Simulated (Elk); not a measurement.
# Magnetic state of CrIr3 from several starts

Wanted: the moments of CrIr3 and the energy of each order that was tried.

Calculated with Elk 11.2.3 (patched build); LDA (Perdew-Wang); all-electron APW+lo, Dirac cores, scalar-relativistic bands.

**1. The structure**

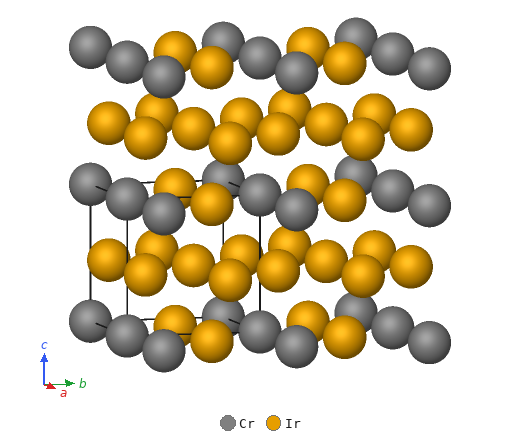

The cell as given, slightly off an axis (chromium grey, iridium orange). 2×2×2 cells are drawn. Some periodic images of atoms are drawn too.

Coordinates:

```cif
data_structure
_symmetry_space_group_name_H-M 'P 1'
_symmetry_Int_Tables_number 1
_cell_length_a 3.8141
_cell_length_b 3.8141
_cell_length_c 3.8141
_cell_angle_alpha 90.000
_cell_angle_beta 90.000
_cell_angle_gamma 90.000
_cell_volume 55.49
loop_
_atom_site_label
_atom_site_type_symbol
_atom_site_fract_x
_atom_site_fract_y
_atom_site_fract_z
_atom_site_occupancy
Cr1 Cr 0.00000 0.00000 0.00000 1
Ir2 Ir 0.00000 0.50000 0.50000 1
Ir3 Ir 0.50000 0.50000 0.00000 1
Ir4 Ir 0.50000 0.00000 0.50000 1
```

The cell comes from a database of computed structures and need not be the stable phase.

**2. Run 1 (ferro +)**

The parallel start comes first: it fits the smallest cell, keeps the most symmetry and shows whether parallel moments form.

The last three numbers of an atom's line are a seed field in its sphere. It points against the wanted moment and shrinks by the factor reducebf each loop.

elk.in reads:

```
tasks
  0

xctype
  3

rgkmax
  7.0

nempty
  8

swidth
  0.003

reducebf
  0.5

epsengy
  1e-05

maxscl
  100

lmaxi
  2

spinpol
  .true.

sppath
  './'

avec
  7.20767511283 0.00000000000 0.00000000000
  0.00000000000 7.20767511283 0.00000000000
  0.00000000000 0.00000000000 7.20767511283

atoms
  2
  'Cr.in'
  1
  0.0000000000 0.0000000000 0.0000000000   0.000000 0.000000 -0.187500
  'Ir.in'
  3
  0.0000000000 0.5000000000 0.5000000000   0.000000 0.000000 0.000000
  0.5000000000 0.5000000000 0.0000000000   0.000000 0.000000 0.000000
  0.5000000000 0.0000000000 0.5000000000   0.000000 0.000000 0.000000

ngridk
  6 6 6
```

Started as:

```console
> OMP_NUM_THREADS=4 elk
```

Numbers of over 12 decimals in the logs are rounded to 6 here.

What it wrote:

```text
Warning(init1): few empty states an atom for a second variation :    8.000000000
 they are its basis, with spin, DFT+U, afieldc (12 by default), in Hartree-Fock and RDMFT; 30 and more for pressures
Warning(gndstate): core states of species 2 leak from the muffin-tin :   0.9984274819E-03

--- INFO.OUT ---
┌─────────────────────────┐
│ Elk code version 11.2.3 │
└─────────────────────────┘

All units are atomic (Hartree, Bohr, etc.)

┌─────────────────────────────────────────────────┐
│ Ground-state run starting from atomic densities │
└─────────────────────────────────────────────────┘

Lattice vectors :
   7.207675113       0.000000000       0.000000000
   0.000000000       7.207675113       0.000000000
   0.000000000       0.000000000       7.207675113

Reciprocal lattice vectors :
  0.8717353667       0.000000000       0.000000000
   0.000000000      0.8717353667       0.000000000
   0.000000000       0.000000000      0.8717353667

Unit cell volume      :    374.4429064
Brillouin zone volume :   0.6624513623

Muffin-tin inner radius fraction :   0.1000000000E-01

Nuclei treated as point charges

Species : 1 (Cr)
 parameters loaded from : Cr.in
 name : chromium
 nuclear charge    :   -24.00000000
 electronic charge :    24.00000000
 atomic mass :    94783.09202
 muffin-tin radius :    2.400000000
 number of radial points in muffin-tin :    497
 inner part over the whole radius :   0.9857795597E-02
 number on inner part of muffin-tin    :    350
 approximate nuclear radius :   0.6987106690E-04
 number of mesh points to nuclear radius :    165
 atomic positions (lattice), magnetic fields (Cartesian) :
  1 :   0.00000000  0.00000000  0.00000000    0.00000000  0.00000000 -0.18750000

Species : 2 (Ir)
 parameters loaded from : Ir.in
 name : iridium
 nuclear charge    :   -77.00000000
 electronic charge :    77.00000000
 atomic mass :    350390.1562
 muffin-tin radius :    2.523297974
 number of radial points in muffin-tin :    697
 inner part over the whole radius :   0.9909484149E-02
 number on inner part of muffin-tin    :    499
 approximate nuclear radius :   0.1024342351E-03
 number of mesh points to nuclear radius :    263
 atomic positions (lattice), magnetic fields (Cartesian) :
  1 :   0.00000000  0.50000000  0.50000000    0.00000000  0.00000000  0.00000000
  2 :   0.50000000  0.50000000  0.00000000    0.00000000  0.00000000  0.00000000
  3 :   0.50000000  0.00000000  0.50000000    0.00000000  0.00000000  0.00000000

Total number of atoms per unit cell :    4
Total muffin-tin volume :    259.7961487
 ratio of muffin-tin to unit cell volume :   0.6938204578

Spin treatment :
 spin-polarised
 global magnetic field (Cartesian) :    0.000000000       0.000000000       0.000000000
 collinear magnetisation in z-direction

Number of Bravais lattice symmetries :   48
Number of crystal symmetries         :   48
Crystal has inversion symmetry
Real symmetric eigensolver will be used

k-point grid :      6     6     6
k-point offset :    0.000000000       0.000000000       0.000000000
k-point set is reduced with full crystal symmetry group
Total number of k-points :       20

Muffin-tin radius times maximum |G+k| :    7.000000000
 using average radius
Maximum |G+k| for APW functions       :    2.808455157
Maximum (1/2)|G+k|²                   :    3.943710183
Maximum |G| for potential and density :    12.00000000
Constant for pseudocharge density :    8
 order of it for each species :   15  15
 order of it for pair densities of each species (exact exchange by exxq0 0: 15) :    9  10
Radial integration step length :    1

G-vector grid sizes :     28    28    28
Number of G-vectors :    11019

Maximum angular momentum used for
 APW functions            :    8
 outer part of muffin-tin :    6
 inner part of muffin-tin :    2

Total nuclear charge    :   -255.0000000
Total core charge       :    154.0000000
Total valence charge    :    101.0000000
Total excess charge     :    0.000000000
Total electronic charge :    255.0000000

Effective Wigner radius, rₛ :   0.7051025294

Number of empty states         :     32
Total number of valence states :    166
Total number of core states    :    154

Third-order local-orbitals added for an l without core states : T
Total number of local-orbitals :    137

Exchange-correlation functional :      3     0     0
 Perdew-Wang/Ceperley-Alder, Phys. Rev. B 45, 13244 (1992)
 gradient requirement :    0
 local density approximation (LDA)

Smearing type :    3
 Fermi-Dirac
Smearing width :   0.3000000000E-02
Effective electronic temperature (K) :    947.3250744

Mixing type :    3
 Broyden mixing, J. Phys. A: Math. Gen. 17, L317 (1984)

Kohn-Sham potential initialised from atomic data

┌──────────────────────────────┐
│ Self-consistent loop started │
└──────────────────────────────┘

┌─────────────────┐
│ Loop number : 1 │
└─────────────────┘

Energies :
 Fermi                       :     0.308746
 sum of occupied eigenvalues :     -33489.343463798
 electron kinetic            :      62056.838666451
 core electron kinetic       :      59663.691025816
 Coulomb                     :     -115586.55231423
 Coulomb potential           :     -94076.999255395
 nuclear-nuclear             :     -5499.8950442951
 electron-nuclear            :     -126245.34812932
 Hartree                     :      16158.690859390
 Madelung                    :     -68548.052686528
 xc potential                :     -1469.1681223616
 xc effective B-field        :    -0.29418099820743E-02
 external B-field            :      0.000000
 exchange                    :     -1036.8975728436
 correlation                 :     -26.104981666098
 electron entropic           :    -0.15754761548351E-02
 total energy                :     -54592.717777760
 (external B-field energy excluded from total)

Density of states at Fermi energy :    54.75167895
 (states/Hartree/unit cell)

Estimated indirect band gap :   0.3998934860E-02
 from k-point 6 to k-point 6
Estimated direct band gap   :   0.3998934860E-02
 at k-point 6

Charges :
 core                        :    154.0000000
 valence                     :    101.0000000
 interstitial                :    5.424945185
 muffin-tins (core leakage)
  species : 1 (Cr)
   atom 1                    :    20.25271594     ( -0.3576938402E-05)
  species : 2 (Ir)
   atom 1                    :    76.44077963     (  0.1080547207E-02)
   atom 2                    :    76.44077963     (  0.1080547207E-02)
   atom 3                    :    76.44077963     (  0.1080547207E-02)
 total in muffin-tins        :    249.5750548
 total calculated charge     :    254.9949160
 total charge                :    255.0000000
 error                       :   0.5083987001E-02

Moments :
 interstitial                :   0.1670511366E-01
 muffin-tins
  species : 1 (Cr)
   atom 1                    :   0.3733189566
  species : 2 (Ir)
   atom 1                    :  -0.1034819570
   atom 2                    :  -0.1034819570
   atom 3                    :  -0.1034819570
 total in muffin-tins        :   0.6287308560E-01
 total moment                :   0.7957819926E-01

┌─────────────────┐
│ Loop number : 2 │
└─────────────────┘

Energies :
 Fermi                       :     0.311154
 sum of occupied eigenvalues :     -33488.817685778
 electron kinetic            :      62056.749953602
 core electron kinetic       :      59664.459113162
 Coulomb                     :     -115586.25172350
 Coulomb potential           :     -94081.121598555
 nuclear-nuclear             :     -5499.8950442951
 electron-nuclear            :     -126240.50066451
 Hartree                     :      16154.143985300
 Madelung                    :     -68545.690924225
 xc potential                :     -1464.4289010839
 xc effective B-field        :    -0.40952575308224E-02
 external B-field            :      0.000000
 exchange                    :     -1036.8743358358
 correlation                 :     -26.104224129445
 electron entropic           :    -0.16332939005997E-02
 total energy                :     -54592.481963160
 (external B-field energy excluded from total)

Density of states at Fermi energy :    56.72744313
 (states/Hartree/unit cell)

Estimated indirect band gap :   0.4702950769E-02
 from k-point 19 to k-point 6
Estimated direct band gap   :   0.5471110227E-02
 at k-point 6

Charges :
 core                        :    154.0000000
 valence                     :    101.0000000
 interstitial                :    5.438816230
 muffin-tins (core leakage)
  species : 1 (Cr)
   atom 1                    :    20.42022695     ( -0.3576938798E-05)
  species : 2 (Ir)
   atom 1                    :    76.38031894     (  0.1081419382E-02)
   atom 2                    :    76.38031894     (  0.1081419382E-02)
   atom 3                    :    76.38031894     (  0.1081419382E-02)
 total in muffin-tins        :    249.5611838
 total calculated charge     :    254.9949243
 total charge                :    255.0000000
 error                       :   0.5075661990E-02

Moments :
 interstitial                :   0.1692438786E-01
 muffin-tins
  species : 1 (Cr)
   atom 1                    :   0.4463808923
  species : 2 (Ir)
   atom 1                    :  -0.1136215958
   atom 2                    :  -0.1136215958
   atom 3                    :  -0.1136215958
 total in muffin-tins        :   0.1055161050
 total moment                :   0.1224404929

RMS change in Kohn-Sham potential (target) :   0.5259778767     (  0.1000000000E-05)
Absolute change in total energy (target)   :   0.2358146003     (  0.1000000000E-04)

[... loops 3 to 22 left out ...]

┌──────────────────┐
│ Loop number : 23 │
└──────────────────┘

Energies :
 Fermi                       :     0.447326
 sum of occupied eigenvalues :     -33458.435808101
 electron kinetic            :      62071.439369553
 core electron kinetic       :      59668.534454260
 Coulomb                     :     -115600.66474529
 Coulomb potential           :     -94117.718134294
 nuclear-nuclear             :     -5499.8950442951
 electron-nuclear            :     -126232.45931402
 Hartree                     :      16131.689613026
 Madelung                    :     -68541.805678146
 xc potential                :     -1412.1197744006
 xc effective B-field        :    -0.37268974364956E-01
 external B-field            :      0.000000
 exchange                    :     -1037.7851103502
 correlation                 :     -26.125555946297
 electron entropic           :    -0.34196966138634E-02
 total energy                :     -54593.139461733
 (external B-field energy excluded from total)

Density of states at Fermi energy :    123.5686894
 (states/Hartree/unit cell)

Estimated indirect band gap :   0.9126563270E-03
 from k-point 8 to k-point 8
Estimated direct band gap   :   0.9126563270E-03
 at k-point 8

Charges :
 core                        :    154.0000000
 valence                     :    101.0000000
 interstitial                :    5.124890301
 muffin-tins (core leakage)
  species : 1 (Cr)
   atom 1                    :    22.86918851     ( -0.3576939797E-05)
  species : 2 (Ir)
   atom 1                    :    75.66864040     (  0.9984274844E-03)
   atom 2                    :    75.66864040     (  0.9984274844E-03)
   atom 3                    :    75.66864040     (  0.9984274844E-03)
 total in muffin-tins        :    249.8751097
 total calculated charge     :    254.9951401
 total charge                :    255.0000000
 error                       :   0.4859918783E-02

Moments :
 interstitial                :   0.3808625853E-01
 muffin-tins
  species : 1 (Cr)
   atom 1                    :    1.449435488
  species : 2 (Ir)
   atom 1                    :  -0.1202719389
   atom 2                    :  -0.1202719389
   atom 3                    :  -0.1202719389
 total in muffin-tins        :    1.088619671
 total moment                :    1.126705930

RMS change in Kohn-Sham potential (target) :   0.2066078243E-06 (  0.1000000000E-05)
Absolute change in total energy (target)   :   0.8277806046E-05 (  0.1000000000E-04)

Convergence targets achieved

┌──────────────────┐
│ Loop number : 24 │
└──────────────────┘

Energies :
 Fermi                       :     0.447326
 sum of occupied eigenvalues :     -33458.435808095
 electron kinetic            :      62071.439366591
 core electron kinetic       :      59668.534454207
 Coulomb                     :     -115600.66474198
 Coulomb potential           :     -94117.718156540
 nuclear-nuclear             :     -5499.8950442951
 electron-nuclear            :     -126232.45928443
 Hartree                     :      16131.689586744
 Madelung                    :     -68541.805663710
 xc potential                :     -1412.1197492349
 xc effective B-field        :    -0.37268880770473E-01
 external B-field            :      0.000000
 exchange                    :     -1037.7851103177
 correlation                 :     -26.125555957854
 electron entropic           :    -0.34196977234301E-02
 total energy                :     -54593.139461363
 (external B-field energy excluded from total)

Density of states at Fermi energy :    123.5687305
 (states/Hartree/unit cell)

Estimated indirect band gap :   0.9126608090E-03
 from k-point 8 to k-point 8
Estimated direct band gap   :   0.9126608090E-03
 at k-point 8

Charges :
 core                        :    154.0000000
 valence                     :    101.0000000
 interstitial                :    5.124890327
 muffin-tins (core leakage)
  species : 1 (Cr)
   atom 1                    :    22.86918968     ( -0.3576939728E-05)
  species : 2 (Ir)
   atom 1                    :    75.66864000     (  0.9984274819E-03)
   atom 2                    :    75.66864000     (  0.9984274819E-03)
   atom 3                    :    75.66864000     (  0.9984274819E-03)
 total in muffin-tins        :    249.8751097
 total calculated charge     :    254.9951401
 total charge                :    255.0000000
 error                       :   0.4859918795E-02

Moments :
 interstitial                :   0.3808618185E-01
 muffin-tins
  species : 1 (Cr)
   atom 1                    :    1.449433584
  species : 2 (Ir)
   atom 1                    :  -0.1202717314
   atom 2                    :  -0.1202717314
   atom 3                    :  -0.1202717314
 total in muffin-tins        :    1.088618390
 total moment                :    1.126704572

┌──────────────────────────────┐
│ Self-consistent loop stopped │
└──────────────────────────────┘

Warning : core states of species 2 leak from the muffin-tin :   0.9984274819E-03

Wrote STATE.OUT
```

Run time: 77 s. Hardware: 4 threads of Arm Neoverse V1, shared host; peak memory 0.38 GiB.

Spin moment in the muffin-tin sphere by atom:

| atom | spin moment in the muffin-tin sphere (μB) |
| --- | --- |
| Cr1 | 1.45 |
| Ir2 | -0.12 |
| Ir3 | -0.12 |
| Ir4 | -0.12 |

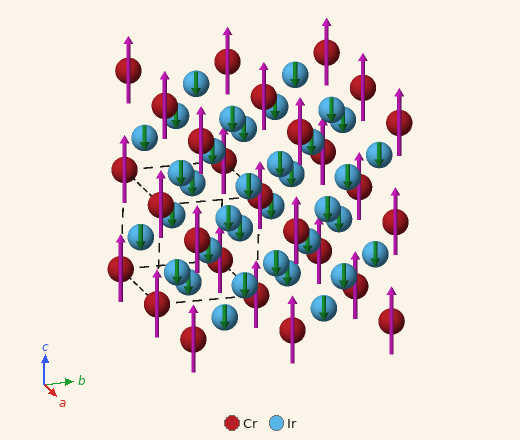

Spin moment in the muffin-tin sphere as arrows, the longest 1.45 μB. Up and down stand for the sign. Arrows give size and sign along the axis of quantisation, drawn up and down the page. Each arrow also spans its atom, so small moments look longer than they are. The two directions have two colours. 2×2×2 cells are drawn. Some periodic images of atoms are drawn too.

Read from the output:

```
density of states at the Fermi level : 4.541 states/eV/cell
moment between the spheres           : 0.03809 μB
magnetization                        : 1.127 μB
final state                          : ferromagnetic
```

After 24 cycles the largest moment stands at 1.45 μB.

[end of part 1 of 3]

[Logs and program files are shortened in this print: banners, set-up blocks, solver, clock and traceback lines can be left out without a mark of their own.]

[Logs are printed without paths, hosts, clocks, repeated set-up lines and the standing remarks that a program may print on its own settings, such as how far it seeks lower states.]

[Hosts, paths, dates, database ids (printed as entryN), source tags and the programs' standing remarks are cut or masked in the printed files.]

[Where a cell is said to come from a database of computed structures, the database is the Materials Project.]
